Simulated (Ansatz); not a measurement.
Input

```
crystal:
  periodic: [false, false, false]
  atoms:
    - { symbol: H, position_ang: [-1.9578, -0.3813, 0.119] }
    - { symbol: "N", position_ang: [-1.0262, -0.6542, -0.2143] }
    - { symbol: C, position_ang: [-0.1532, 0.2147, 0.1582] }
    - { symbol: C, position_ang: [1.201, -0.0604, -0.2522] }
    - { symbol: "N", position_ang: [2.3087, -0.2361, -0.5578] }
    - { symbol: H, position_ang: [-0.3724, 1.1172, 0.747] }
basis:
  gaussian:
    orbitals: def2-SVP
hamiltonian:
  xc: b3lyp
output:
  orbitals: {}
  forces: true
```

Run with:

```sh
python methods_c2h2n2.py
```

Not at a stationary point (largest force 1.7 eV/Å).

The calculation used SCF B3LYP, Gaussian basis (Ansatz 0.2.0).

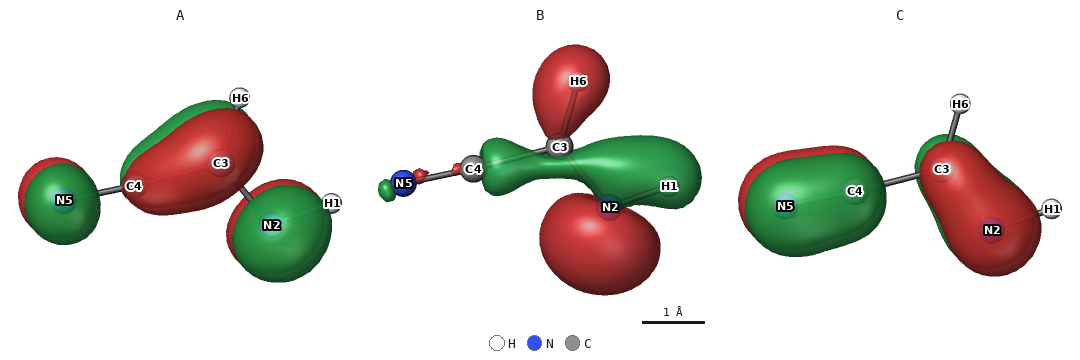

C2H2N2 (SMILES [H]/N=C/C#N). Three frontier orbitals at ±0.15 Å⁻³ᐟ² (green and red are the two phases), in no order.

### Which picture is the HOMO−1, the HOMO and the LUMO?

C is the HOMO−1 (−9.10 eV). By Hirshfeld shares it lies mainly on N5 (about 35 %), N2 (about 30 %), C4 (about 20 %) and C3 (about 15 %); it changes sign across the molecular plane (π type); π-bonding across N2–C3 and C4–N5; π-antibonding (a node) across C3–C4. B is the HOMO (−8.57 eV). It lies mainly on N2 (about 70 %), C3 (about 10 %), H1 (about 5 %) and H6 (about 5 %); it is symmetric in the molecular plane (an in-plane orbital: σ, lone-pair or in-plane π type); largely a lone pair of N2. A is the LUMO (−2.37 eV). It lies mainly on N2 (about 35 %), C3 (about 30 %), N5 (about 15 %) and C4 (about 10 %); it changes sign across the molecular plane (π type); π-bonding across C3–C4; π-antibonding (a node) across N2–C3 and C4–N5.

### What is the HOMO–LUMO gap?

6.20 eV between the orbital energies.
